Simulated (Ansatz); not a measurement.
The figure comes from a scan of BN (wurtzite): the crystal slips on the (0001) plane, glide cut by s times a lattice vector of 4.41 Å, atoms relaxing along the normal only, γ being the energy change per area. These are r2SCAN (plane waves to 500 eV, PAW, scalar-relativistic; Ansatz, an electronic-structure program) values and carry that method's errors. k mesh 12×12×3 (Γ-centred), Fermi-Dirac smearing 0.05 eV. Stress and pressure are positive under compression. Some relaxations began with atoms very close together and may have settled on another branch. Faults lie only 12.6 Å apart, and holding the cell height raises γ above its relaxed value. BN was relaxed with its symmetry unable to fall. 

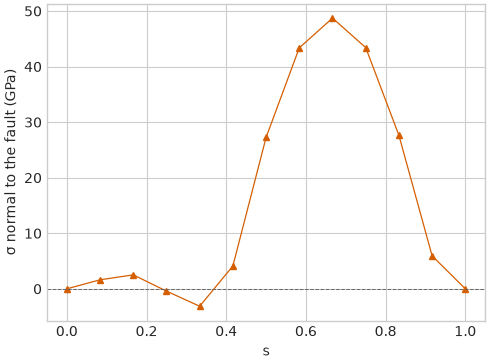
σ normal to the fault (GPa) against s; one marker a computed point (the last repeats the first, one period on).

Task: Read the plotted values off the figure, to the accuracy that the plot allows.

Result: To the nearest 1:

| s | σ normal to the fault (GPa) |
|---|---|
| 0.000 | 0 |
| 0.083 | 2 |
| 0.167 | 3 |
| 0.250 | 0 |
| 0.333 | -3 |
| 0.417 | 4 |
| 0.500 | 27 |
| 0.583 | 43 |
| 0.667 | 49 |
| 0.750 | 43 |
| 0.833 | 28 |
| 0.917 | 6 |

(The slope of γ gives the shear force per area between the displaced halves; near zero shift its curvature is an elastic stiffness.)
